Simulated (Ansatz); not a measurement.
# A hypothetical structure for BaSn2MoPt

This structure for BaSn2MoPt is made up. Its elements were placed in a known structure type with a cell scaled to their sizes. What cell does the guess relax to, and how far off was it?

Main program and level: Ansatz 0.2.0; DFT, PBE, plane-wave PAW, files of the set soft_1, scalar-relativistic, no spin, cell and ions relaxed at zero pressure; PAW set soft_1, in the first sound run; inputs show where later runs differ.

### 1. The structure

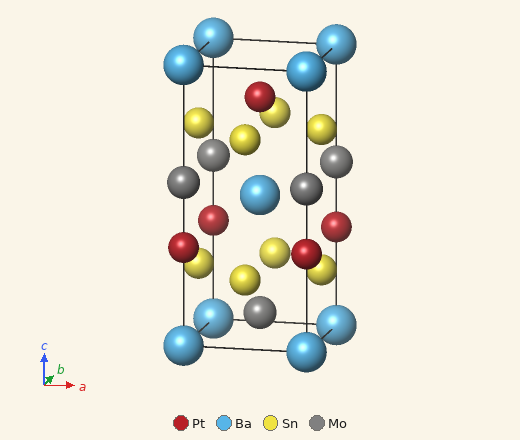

The starting structure, seen slightly off an axis (platinum red, barium blue, tin yellow, molybdenum grey). This picture shows the conventional cell, with its axes. Some periodic images of atoms are drawn too.

### 2. Relaxing cell and atoms

The guessed cell has no reason to be at equilibrium. It is relaxed with the atoms, within the space group of the guess.

Input file input.yaml:

```yaml
crystal:
  lattice:
    - [-2.4305, 2.4305, 5.527]
    - [2.4305, -2.4305, 5.527]
    - [2.4305, 2.4305, -5.527]
  atoms:
    - { symbol: Pt, position: [0.3502, 0.3502, 0.0] }
    - { symbol: Ba, position: [0.0007, 0.0007, 0.0] }
    - { symbol: Sn, position: [0.2458, 0.7458, 0.5] }
    - { symbol: Sn, position: [0.7458, 0.2458, 0.5] }
    - { symbol: Mo, position: [0.582, 0.582, 0.0] }
kpoints:
  mp_grid: { grid: [8, 8, 8] }
scf:
  occupations: { method: fermi_dirac, width: 0.05 }
hamiltonian:
  xc: pbe
  pseudopotentials: { kind: paw, azcp: { folder: soft_1 } }
relax:
  f_tol: 0.015
  max_steps: 70
  cell: {}
output:
  forces: true
  stress: true
```

Launch:

```sh
ansatz run input.yaml --threads 4 --pin off --max-ram 8192MiB --backend cpu --events-out ev --progress --plain --runs-dir out
```

Numbers of over 12 decimals in the logs are rounded to 6 here.

The program printed:

```text
Engine: ansatz 0.2.0, aarch64-unknown-linux-gnu
Pseudopotentials: kind: paw
Pseudopotential: Pt, paw, valence charge 18, recommended cutoff 420 eV (normal), soft_1/Pt.paw.azcp
Pseudopotential: Ba, paw, valence charge 10, recommended cutoff 420 eV (normal), soft_1/Ba.paw.azcp
Pseudopotential: Sn, paw, valence charge 14, recommended cutoff 420 eV (normal), soft_1/Sn.paw.azcp
Pseudopotential: Mo, paw, valence charge 14, recommended cutoff 420 eV (normal), soft_1/Mo.paw.azcp
Functional definition: PBE
  parameter kappa = 0.804
  parameter beta = 0.066725
  exchange = pbe_x(kappa = kappa, mu = beta*pi^2/3)
  correlation = pbe_c(beta = beta)
Crystal: 5 atoms, lattice volume = 130.599 Å³
Basis set: ecut = 420 eV, 2559 PW (Γ), exchange–correlation on 90×90×90 points (8 copies of the dense FFT grid, shifted against one another)
Bands: 42, of which v1, the nominal top of the filled ones, is band 35 counted from 1 (34 counted from 0)
Symmetry: 8 space group operations
Space group: I4mm (ITA 107), of the structure as read, at distance tolerance 5.1e-5 Å
k-points: 59 of 512 (time reversal used)
Non-local potential: Pt, projectors of the file, l = 0: 3, l = 1: 2, l = 2: 2, l = 3: 1
Non-local potential: Ba, projectors of the file, l = 0: 3, l = 1: 2, l = 2: 2, l = 3: 2
Non-local potential: Sn, projectors of the file, l = 0: 2, l = 1: 2, l = 2: 2, l = 3: 1
Non-local potential: Mo, projectors of the file, l = 0: 3, l = 1: 2, l = 2: 2, l = 3: 1
PAW form: soft (Blöchl's): semilocal exchange-correlation on the pseudo side does not see the compensation charge
PAW one-centre angular grid: Pt, 590 points (default); XC on 64 Gauss nodes
PAW one-centre angular grid: Ba, 194 points (default); XC on 64 Gauss nodes
PAW one-centre angular grid: Sn, 590 points (default); XC on 64 Gauss nodes
PAW one-centre angular grid: Mo, 590 points (default); XC on 64 Gauss nodes
Initial density: superposition of atomic densities (chi_scale 0.1, normalization cell, long waves kept (reshape's long-wave potential 0.00 eV rms))
Initial wavefunctions: pseudopotential atomic-orbital guess
Functional: x = pbe(κ = 0.804, μ = 0.219515), c = pbe(β = 0.066725)
SCF iter   1: F=—  HF=-35487.532334 eV  |F-HF|=—  |Δ(HF+E_count)|=         —  Δρ=1.36e-1  dr2=5.66e1  ethr=3.10e-3  ⟨swp⟩=12.4  Hψ=13321  notcnv=0
preconditioner: auto → Kerker (q_TF=auto, 2.459 Å⁻¹)  [metal: Δε(μ)=0.003 eV  Ē_g=12.989 eV  σ=0.050 eV  W_gap=0.02  n_scr=32 (ndim 8)  ℏωp=23.4 eV  f_vac=0.000  D(μ)=7.09/eV (n_scr^D=76)]
SCF iter   2: F=—  HF=-35481.174567 eV  |F-HF|=—  |Δ(HF+E_count)|=    6.36e0  Δρ=5.90e-2  dr2=1.20e1  ethr=3.10e-3  ⟨swp⟩=4.1  Hψ=5930  notcnv=0  defer=2
SCF iter   3: F=—  HF=-35479.529511 eV  |F-HF|=—  |Δ(HF+E_count)|=    1.65e0  Δρ=1.79e-2  dr2=1.57e0  ethr=3.10e-3  ⟨swp⟩=4.7  Hψ=4692  notcnv=0  defer=6
SCF iter   4: F=—  HF=-35479.278941 eV  |F-HF|=—  |Δ(HF+E_count)|=   2.51e-1  Δρ=4.65e-3  dr2=2.82e-2  ethr=2.24e-3  ⟨swp⟩=4.0  Hψ=4050  notcnv=0  defer=20
SCF iter   5: F=—  HF=-35479.276455 eV  |F-HF|=—  |Δ(HF+E_count)|=   2.49e-3  Δρ=1.61e-3  dr2=4.88e-3  ethr=4.03e-5  ⟨swp⟩=2.4  Hψ=4744  notcnv=0  defer=23
SCF iter   6: F=—  HF=-35479.276213 eV  |F-HF|=—  |Δ(HF+E_count)|=   2.42e-4  Δρ=8.20e-4  dr2=2.24e-3  ethr=6.97e-6  ⟨swp⟩=2.7  Hψ=4029  notcnv=0  defer=23
SCF iter   7: F=—  HF=-35479.275911 eV  |F-HF|=—  |Δ(HF+E_count)|=   3.02e-4  Δρ=2.02e-4  dr2=6.54e-5  ethr=3.21e-6  ⟨swp⟩=2.0  Hψ=2720  notcnv=0  defer=23
SCF iter   8: F=—  HF=-35479.275905 eV  |F-HF|=—  |Δ(HF+E_count)|=   6.39e-6  Δρ=3.69e-5  dr2=3.51e-6  ethr=9.34e-8  ⟨swp⟩=2.0  Hψ=3744  notcnv=0  defer=23
SCF iter   9: F=—  HF=-35479.275904 eV  |F-HF|=—  |Δ(HF+E_count)|=   3.69e-7  Δρ=1.33e-5  dr2=3.72e-7  ethr=5.02e-9  ⟨swp⟩=2.0  Hψ=4018  notcnv=0  defer=23
SCF iter  10: F=-35479.275904 eV  HF=-35479.275904 eV  |F-HF|=2.40e-8  |Δ(HF+E_count)|=   9.60e-8  Δρ=5.31e-6  dr2=5.47e-8  ethr=1.43e-10  ⟨swp⟩=5.0  Hψ=9298  notcnv=0
SCF 1 converged in 10 iterations: F = -35479.275904 eV  dr2 = 5.47e-8
  greatest PAW one-centre occupation: 1.000 electrons in one spin orbital (limit 2), on the Pt atom at site 0 (counted from 0), in its partial waves of l = 0
relax step   1: F+E_penalty+E_count = -35479.27590402 eV  Δ(F+E_penalty+E_count) = +0.000e0 eV  max|allowed force component| = 1.454e0 eV/Å  Δτ_max = 0.0000 Å  P = -2.131 GPa  Ω = 130.599 Å³  (10 SCF iters, dr2 threshold 1.00e-7 eV, accepted)
Crystal: 5 atoms, lattice volume = 125.897 Å³
Basis set: ecut = 420 eV, 2447 PW (Γ), exchange–correlation on 90×90×90 points (8 copies of the dense FFT grid, shifted against one another)
Initial density: handed on by an earlier stage of this run
Initial wavefunctions: those handed on with the density
iter 1 solved again at ethr=3.65e-4 eV; its pass at ethr=3.10e-3 eV (dr2=2.55e-1 eV) is discarded
SCF iter   1: F=—  HF=-35479.892318 eV  |F-HF|=—  |Δ(HF+E_count)|=         —  Δρ=1.68e-2  dr2=2.55e-1  ethr=3.65e-4  ⟨swp⟩=1.2  Hψ=13854  notcnv=0
preconditioner: auto → Kerker (q_TF=auto, 2.474 Å⁻¹)  [metal: Δε(μ)=0.024 eV  Ē_g=13.363 eV  σ=0.050 eV  W_gap=0.12  n_scr=32 (ndim 8)  ℏωp=23.9 eV  f_vac=0.000  D(μ)=5.93/eV (n_scr^D=44)]
SCF iter   2: F=—  HF=-35479.860579 eV  |F-HF|=—  |Δ(HF+E_count)|=   3.17e-2  Δρ=9.61e-3  dr2=8.49e-2  ethr=3.64e-4  ⟨swp⟩=2.0  Hψ=2663  notcnv=0
SCF iter   3: F=—  HF=-35479.848168 eV  |F-HF|=—  |Δ(HF+E_count)|=   1.24e-2  Δρ=1.21e-3  dr2=2.77e-3  ethr=1.21e-4  ⟨swp⟩=2.0  Hψ=3514  notcnv=0
SCF iter   4: F=—  HF=-35479.847834 eV  |F-HF|=—  |Δ(HF+E_count)|=   3.34e-4  Δρ=2.69e-4  dr2=2.21e-4  ethr=3.96e-6  ⟨swp⟩=2.0  Hψ=3239  notcnv=0
SCF iter   5: F=—  HF=-35479.847806 eV  |F-HF|=—  |Δ(HF+E_count)|=   2.81e-5  Δρ=1.10e-4  dr2=3.00e-5  ethr=3.15e-7  ⟨swp⟩=2.0  Hψ=3392  notcnv=0
SCF iter   6: F=—  HF=-35479.847805 eV  |F-HF|=—  |Δ(HF+E_count)|=   1.49e-6  Δρ=3.61e-5  dr2=3.12e-6  ethr=4.28e-8  ⟨swp⟩=2.0  Hψ=3428  notcnv=0
SCF iter   7: F=-35479.847804 eV  HF=-35479.847804 eV  |F-HF|=9.42e-8  |Δ(HF+E_count)|=   1.91e-7  Δρ=1.10e-5  dr2=2.47e-7  ethr=7.14e-10  ⟨swp⟩=5.0  Hψ=9105  notcnv=0
SCF 2 converged in 7 iterations: F = -35479.847804 eV  dr2 = 2.47e-7
relax step   2: F+E_penalty+E_count = -35479.84780423 eV  Δ(F+E_penalty+E_count) = -5.719e-1 eV  max|allowed force component| = 8.700e-1 eV/Å  Δτ_max = 0.1950 Å  P = -0.027 GPa  Ω = 125.897 Å³  energy of the carried Pulay correction = +7.242e-4 eV  (7 SCF iters, dr2 threshold 5.00e-7 eV, accepted)
Crystal: 5 atoms, lattice volume = 124.889 Å³
Basis set: ecut = 420 eV, 2423 PW (Γ), exchange–correlation on 90×90×90 points (8 copies of the dense FFT grid, shifted against one another)
iter 1 solved again at ethr=4.58e-4 eV; its pass at ethr=3.10e-3 eV (dr2=3.21e-1 eV) is discarded
SCF iter   1: F=—  HF=-35480.056508 eV  |F-HF|=—  |Δ(HF+E_count)|=         —  Δρ=1.37e-2  dr2=3.36e-1  ethr=4.58e-4  ⟨swp⟩=1.2  Hψ=12597  notcnv=0
preconditioner: auto → Kerker (q_TF=auto, 2.477 Å⁻¹)  [metal: Δε(μ)=0.012 eV  Ē_g=13.414 eV  σ=0.050 eV  W_gap=0.06  n_scr=32 (ndim 8)  ℏωp=24.0 eV  f_vac=0.000  D(μ)=6.05/eV (n_scr^D=44)]
SCF iter   2: F=—  HF=-35480.005086 eV  |F-HF|=—  |Δ(HF+E_count)|=   5.14e-2  Δρ=7.99e-3  dr2=1.39e-1  ethr=4.58e-4  ⟨swp⟩=2.0  Hψ=2726  notcnv=0
SCF iter   3: F=—  HF=-35479.970310 eV  |F-HF|=—  |Δ(HF+E_count)|=   3.48e-2  Δρ=1.43e-3  dr2=8.95e-3  ethr=1.99e-4  ⟨swp⟩=3.0  Hψ=3882  notcnv=0
SCF iter   4: F=—  HF=-35479.968432 eV  |F-HF|=—  |Δ(HF+E_count)|=   1.88e-3  Δρ=4.12e-4  dr2=3.85e-4  ethr=1.28e-5  ⟨swp⟩=2.0  Hψ=3417  notcnv=0
SCF iter   5: F=—  HF=-35479.968449 eV  |F-HF|=—  |Δ(HF+E_count)|=   1.68e-5  Δρ=1.36e-4  dr2=3.19e-5  ethr=5.49e-7  ⟨swp⟩=2.0  Hψ=3415  notcnv=0
SCF iter   6: F=—  HF=-35479.968456 eV  |F-HF|=—  |Δ(HF+E_count)|=   7.32e-6  Δρ=3.07e-5  dr2=1.57e-6  ethr=4.55e-8  ⟨swp⟩=2.0  Hψ=3419  notcnv=0
SCF iter   7: F=-35479.968456 eV  HF=-35479.968456 eV  |F-HF|=7.15e-8  |Δ(HF+E_count)|=   3.39e-7  Δρ=1.11e-5  dr2=1.72e-7  ethr=7.14e-10  ⟨swp⟩=5.0  Hψ=9086  notcnv=0
SCF 3 converged in 7 iterations: F = -35479.968456 eV  dr2 = 1.72e-7
relax step   3: F+E_penalty+E_count = -35479.96845623 eV  Δ(F+E_penalty+E_count) = -1.207e-1 eV  max|allowed force component| = 1.262e-1 eV/Å  Δτ_max = 0.1667 Å  P = +1.226 GPa  Ω = 124.889 Å³  energy of the carried Pulay correction = +8.829e-4 eV  (7 SCF iters, dr2 threshold 5.00e-7 eV, accepted)
Crystal: 5 atoms, lattice volume = 128.096 Å³
Basis set: ecut = 420 eV, 2519 PW (Γ), exchange–correlation on 90×90×90 points (8 copies of the dense FFT grid, shifted against one another)
iter 1 solved again at ethr=6.48e-5 eV; its pass at ethr=3.10e-3 eV (dr2=4.53e-2 eV) is discarded
SCF iter   1: F=—  HF=-35479.979019 eV  |F-HF|=—  |Δ(HF+E_count)|=         —  Δρ=3.35e-3  dr2=4.57e-2  ethr=6.48e-5  ⟨swp⟩=1.5  Hψ=12954  notcnv=0
preconditioner: auto → Kerker (q_TF=auto, 2.467 Å⁻¹)  [metal: Δε(μ)=0.016 eV  Ē_g=13.348 eV  σ=0.050 eV  W_gap=0.08  n_scr=32 (ndim 8)  ℏωp=23.7 eV  f_vac=0.000  D(μ)=6.32/eV (n_scr^D=68)]
SCF iter   2: F=—  HF=-35479.974760 eV  |F-HF|=—  |Δ(HF+E_count)|=   4.26e-3  Δρ=1.67e-3  dr2=1.37e-2  ethr=6.48e-5  ⟨swp⟩=1.0  Hψ=2478  notcnv=0
SCF iter   3: F=—  HF=-35479.972743 eV  |F-HF|=—  |Δ(HF+E_count)|=   2.02e-3  Δρ=3.62e-4  dr2=5.91e-4  ethr=1.96e-5  ⟨swp⟩=1.8  Hψ=2660  notcnv=0
SCF iter   4: F=—  HF=-35479.972614 eV  |F-HF|=—  |Δ(HF+E_count)|=   1.29e-4  Δρ=1.08e-4  dr2=3.28e-5  ethr=8.45e-7  ⟨swp⟩=2.0  Hψ=3243  notcnv=0
SCF iter   5: F=—  HF=-35479.972611 eV  |F-HF|=—  |Δ(HF+E_count)|=   3.37e-6  Δρ=3.77e-5  dr2=3.19e-6  ethr=4.69e-8  ⟨swp⟩=2.0  Hψ=4025  notcnv=0
SCF iter   6: F=-35479.972610 eV  HF=-35479.972610 eV  |F-HF|=1.33e-7  |Δ(HF+E_count)|=   5.54e-7  Δρ=1.25e-5  dr2=2.84e-7  ethr=7.14e-10  ⟨swp⟩=5.1  Hψ=9453  notcnv=0
SCF 4 converged in 6 iterations: F = -35479.972610 eV  dr2 = 2.84e-7
relax step   4: F+E_penalty+E_count = -35479.97260995 eV  Δ(F+E_penalty+E_count) = -4.154e-3 eV  max|allowed force component| = 9.679e-2 eV/Å  Δτ_max = 0.0134 Å  P = -0.795 GPa  Ω = 128.096 Å³  energy of the carried Pulay correction = +3.823e-4 eV  (6 SCF iters, dr2 threshold 5.00e-7 eV, accepted)
Crystal: 5 atoms, lattice volume = 126.823 Å³
Basis set: ecut = 420 eV, 2471 PW (Γ), exchange–correlation on 90×90×90 points (8 copies of the dense FFT grid, shifted against one another)
iter 1 solved again at ethr=6.32e-6 eV; its pass at ethr=3.10e-3 eV (dr2=4.43e-3 eV) is discarded
SCF iter   1: F=—  HF=-35479.977185 eV  |F-HF|=—  |Δ(HF+E_count)|=         —  Δρ=1.20e-3  dr2=5.09e-3  ethr=6.32e-6  ⟨swp⟩=2.0  Hψ=11592  notcnv=0
preconditioner: auto → Kerker (q_TF=auto, 2.471 Å⁻¹)  [metal: Δε(μ)=0.007 eV  Ē_g=13.346 eV  σ=0.050 eV  W_gap=0.03  n_scr=32 (ndim 8)  ℏωp=23.8 eV  f_vac=0.000  D(μ)=6.09/eV (n_scr^D=44)]
SCF iter   2: F=—  HF=-35479.976677 eV  |F-HF|=—  |Δ(HF+E_count)|=   5.08e-4  Δρ=5.86e-4  dr2=1.44e-3  ethr=6.32e-6  ⟨swp⟩=1.1  Hψ=2482  notcnv=0
SCF iter   3: F=—  HF=-35479.976452 eV  |F-HF|=—  |Δ(HF+E_count)|=   2.24e-4  Δρ=1.28e-4  dr2=7.75e-5  ethr=2.06e-6  ⟨swp⟩=1.9  Hψ=2646  notcnv=0
SCF iter   4: F=—  HF=-35479.976426 eV  |F-HF|=—  |Δ(HF+E_count)|=   2.68e-5  Δρ=4.13e-5  dr2=4.43e-6  ethr=1.11e-7  ⟨swp⟩=2.0  Hψ=3218  notcnv=0
SCF iter   5: F=—  HF=-35479.976425 eV  |F-HF|=—  |Δ(HF+E_count)|=   1.15e-6  Δρ=1.70e-5  dr2=6.80e-7  ethr=6.33e-9  ⟨swp⟩=2.0  Hψ=4010  notcnv=0
SCF iter   6: F=-35479.976424 eV  HF=-35479.976424 eV  |F-HF|=2.49e-8  |Δ(HF+E_count)|=   1.90e-7  Δρ=5.41e-6  dr2=5.88e-8  ethr=7.14e-10  ⟨swp⟩=4.7  Hψ=8745  notcnv=0
SCF 5 converged in 6 iterations: F = -35479.976424 eV  dr2 = 5.88e-8
relax step   5: F+E_penalty+E_count = -35479.97642430 eV  Δ(F+E_penalty+E_count) = -3.814e-3 eV  max|allowed force component| = 2.803e-3 eV/Å  Δτ_max = 0.0032 Å  P = -0.028 GPa  Ω = 126.823 Å³  energy of the carried Pulay correction = +5.795e-4 eV  (6 SCF iters, dr2 threshold 5.00e-7 eV, accepted)
Initial wavefunctions: pseudopotential atomic-orbital guess (no wavefunctions were taken with the density)
iter 1 solved again at ethr=2.44e-6 eV; its pass at ethr=3.10e-3 eV (dr2=1.71e-3 eV) is discarded
SCF iter   1: F=—  HF=-35479.975915 eV  |F-HF|=—  |Δ(HF+E_count)|=         —  Δρ=4.37e-5  dr2=5.02e-7  ethr=2.44e-6  ⟨swp⟩=3.1  Hψ=16694  notcnv=0
eigensolver tolerance schedule: the retry pair's looser diagonalisation over-reported the residual by 3394.94 of it (diagonalisation noise at an unbounded share of the residual, at the tolerance the schedule requests for it); recorded, not acted on — ethr = c·dr2/N_el stays at c = 1.0e-1
preconditioner: auto → Kerker (q_TF=auto, 2.471 Å⁻¹)  [metal: Δε(μ)=0.009 eV  Ē_g=13.355 eV  σ=0.050 eV  W_gap=0.05  n_scr=32 (ndim 8)  ℏωp=23.8 eV  f_vac=0.000  D(μ)=6.11/eV (n_scr^D=52)]
SCF iter   2: F=—  HF=-35479.975834 eV  |F-HF|=—  |Δ(HF+E_count)|=   8.16e-5  Δρ=2.31e-5  dr2=1.45e-7  ethr=7.17e-10  ⟨swp⟩=2.9  Hψ=4943  notcnv=0
SCF iter   3: F=—  HF=-35479.975834 eV  |F-HF|=—  |Δ(HF+E_count)|=   1.11e-7  Δρ=2.65e-6  dr2=6.37e-9  ethr=2.07e-10  ⟨swp⟩=2.0  Hψ=4520  notcnv=0
SCF iter   4: F=—  HF=-35479.975834 eV  |F-HF|=—  |Δ(HF+E_count)|=   1.81e-9  Δρ=7.86e-7  dr2=1.53e-9  ethr=9.10e-12  ⟨swp⟩=2.9  Hψ=4059  notcnv=0
SCF iter   5: F=—  HF=-35479.975834 eV  |F-HF|=—  |Δ(HF+E_count)|=  1.67e-10  Δρ=2.15e-7  dr2=1.32e-10  ethr=2.18e-12  ⟨swp⟩=2.0  Hψ=3428  notcnv=0
SCF iter   6: F=-35479.975834 eV  HF=-35479.975834 eV  |F-HF|=7.28e-12  |Δ(HF+E_count)|=  2.18e-11  Δρ=8.15e-8  dr2=1.42e-11  ethr=1.00e-12  ⟨swp⟩=4.7  Hψ=8675  notcnv=0
SCF 6 converged in 6 iterations: F = -35479.975834 eV  dr2 = 1.42e-11
relax step   6: F+E_penalty+E_count = -35479.97583384 eV  Δ(F+E_penalty+E_count) = +5.905e-4 eV  max|allowed force component| = 2.980e-3 eV/Å  Δτ_max = 0.0000 Å  P = -0.027 GPa  Ω = 126.823 Å³  stress off target by 3.06e-2 GPa  SCF on the basis re-selected at this cell (its energy is not comparable with the rows above)  (6 SCF iters)
basis re-selected at this cell: Δ(F+E_penalty+E_count) = +5.905e-4 eV, ΔP = +0.000 GPa vs the last step (what re-selecting the basis moved, of the pressure what is left beyond the Pulay correction that the steps carried, after the strain that the cell walked since its last selection, with what the two solves' SCF thresholds leave and, on support functions, any second-order correction that the steps lacked; it is no m [...]
SCF converged after 6 iterations
Free energy (F): -35479.975834 eV
Harris-Foulkes:  -35479.975834 eV  (|F-HF|=7.28e-12)
Internal energy: -35479.927465 eV  (E = F + TS)
E sigma→0 (E₀):  -35479.951649 eV
Entropy (-TS):   -0.048369 eV (-9.674 meV/atom)
Fermi energy:    12.835155 eV
--- Per-component energies (eV) ---
  E_band       = -587.672754
  E_kinetic    = 1515.209732
  E_local      = -6098.347573  (includes V_loc(G=0)·N_el)
  E_nonlocal   = 738.229310
  E_hartree    = 2603.659754
  E_xc         = -857.098522
  E_vxc        = -778.045370  (∫ρ·V_xc dr)
  E_paw        = -26633.183444  (= ΣΔE_a)
  E_vpaw       = -1172.040166  (= ΣTr[D̂ρ^β])
  E_aug_tail   = 0.001761  (compensation charges beyond the density's cutoff)
  E_ewald      = -6748.398482
  E_smearing   = -0.048369  (= −TS)
  E_closure    = -0.000000  (closes the sum)
  Σ components = -35479.975834   (vs F -35479.975834, Δ=0.00e0)
--- Forces (eV/Å), atoms counted from 1 ---
  atom   1  Pt     0.00000000     0.00000000    -0.00230847
  atom   2  Ba     0.00000000    -0.00000000     0.00137172
  atom   3  Sn    -0.00000000    -0.00000000    -0.00102099
  atom   4  Sn     0.00000000    -0.00000000    -0.00102099
  atom   5  Mo    -0.00000000     0.00000000     0.00298043
  max |Σ_I F_I| component: 1.70e-6 eV/Å
--- Stress (GPa, compression-positive) ---
       -0.030561       0.000000       0.000000
        0.000000      -0.030561       0.000000
        0.000000       0.000000      -0.020804
  P = ⅓ Tr σ = -0.0273 GPa (-0.273 kbar)
--- Relaxed structure (5 steps of the walk, 5 accepted, 1 SCFs on fresh bases) ---
  F+E_penalty+E_count = -35479.97583384 eV   max|allowed force component| = 2.980e-3 eV/Å   (the final SCF, on the basis selected at the relaxed cell)
  cell:  # Å, volume = 126.8228 Å³
    - [-2.412430, 2.412430, 5.447884]
    - [2.412430, -2.412430, 5.447884]
    - [2.412430, 2.412430, -5.447884]
  atoms:
    - { symbol: Pt, position: [0.376395, 0.376395, 0] }
    - { symbol: Ba, position: [-0.020236, -0.020236, 0] }
    - { symbol: Sn, position: [0.230943, 0.730943, 0.500000] }
    - { symbol: Sn, position: [0.730943, 0.230943, 0.500000] }
    - { symbol: Mo, position: [0.606455, 0.606455, 0] }
```

Elapsed: 46 s, on 4 threads of Arm Neoverse V1, shared host; peak memory 0.65 GiB; 3 min of CPU time.

The steps of the relaxation:

```
step  energy less that of the first step (eV)  largest force component (eV/Å)  pressure (GPa)  volume (Å³)
   1                                   0.0000                          1.4544           -2.13       130.60
   2                                  -0.5719                          0.8700           -0.03       125.90
   3                                  -0.6926                          0.1262            1.23       124.89
   4                                  -0.6967                          0.0968           -0.80       128.10
   5                                  -0.7005                          0.0028           -0.03       126.82
  6*                                  -0.6999                          0.0030           -0.03       126.82
```

Relaxation steps marked * repeat the geometry before them on a plane-wave basis chosen anew for their cell, so energy and pressure can jump there.

The run keeps the 8 symmetry operations that it works with, so distortions that break them were not tested.

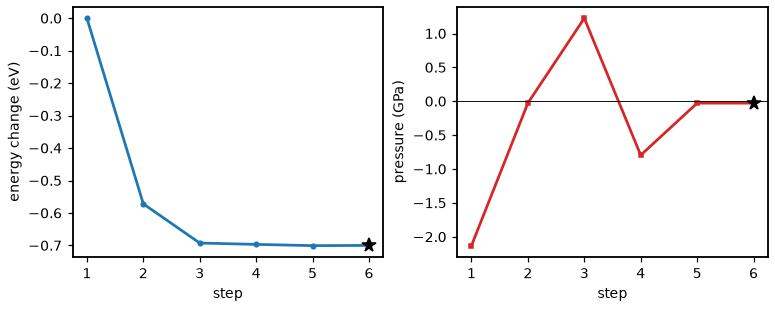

Energy and pressure along the relaxation. Stars mark steps on a basis chosen anew.

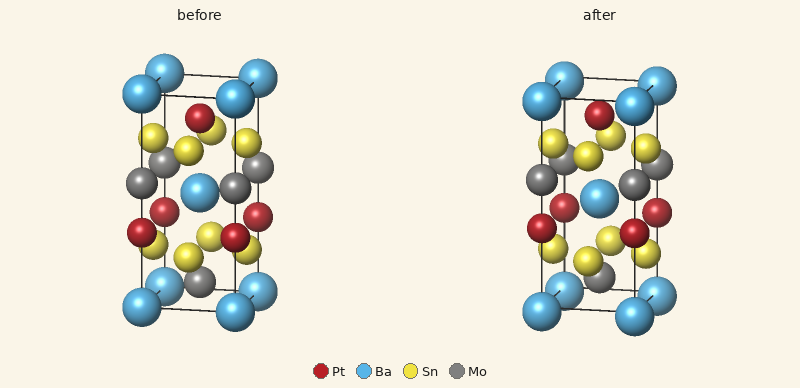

Before and after, at one scale.

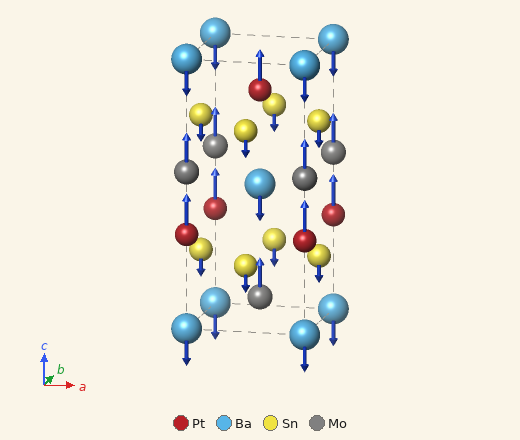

Displacements in the relaxation, exaggerated, measured against the changing cell; the longest in the cell stands for 0.29 Å. Some periodic images of atoms are drawn too.

```csv
"conventional cell, symmetrised",before,after,change
a (Å),4.861,4.825,-0.7 %
b (Å),4.861,4.825,-0.7 %
c (Å),11.054,10.896,-1.4 %
volume (Å³/atom),26.12,25.36,-2.9 %
```

The atoms that moved most (Å, as changes of fractional coordinates times the final cell):

```
atom     dx     dy      dz  length
 Pt1  0.000  0.000   0.285   0.285
 Mo5  0.000  0.000   0.266   0.266
 Ba2  0.000  0.000  -0.228   0.228
 Sn3  0.000  0.000  -0.162   0.162
 Sn4  0.000  0.000  -0.162   0.162
```

The relaxed structure:

```xyz
5
Lattice="-2.4124 2.4124 5.4479 2.4124 -2.4124 5.4479 2.4124 2.4124 -5.4479" Properties=species:S:1:pos:R:3 pbc="T T T"
Pt    0.0000    0.0000    4.1011
Ba    0.0000    0.0000   -0.2205
Sn    2.4124    0.0000    2.5163
Sn    0.0000    2.4124    2.5163
Mo    0.0000    0.0000    6.6078
```

This step gave:

- free energy: -35479.9758 eV
- energy at zero smearing: -35479.9516 eV
- smearing term TS: 0.04837 eV
- Fermi energy: 12.84 eV
- electrons: 70
- symmetry operations: 8
- pressure: -0.02731 GPa

The shortest distance of each pair, which need not be the same contact before and after:

```csv
pair,guess (Å),relaxed (Å)
Mo–Pt,2.562,2.507
Mo–Sn,3.031,2.768
Pt–Sn,2.691,2.886
Sn–Sn,3.437,3.412
Ba–Pt,3.819,3.593
```

The relaxation ends with a largest force component of 0.0030 eV/Å and a pressure of -0.03 GPa.

(Continued in part 2 of 2.)

[Logs are printed without paths, hosts, clocks, repeated set-up lines and the standing remarks that a program may print on its own settings, such as how far it seeks lower states.]

[Hosts, paths, dates, database ids (printed as entryN), source tags and the programs' standing remarks are cut or masked in the printed files.]
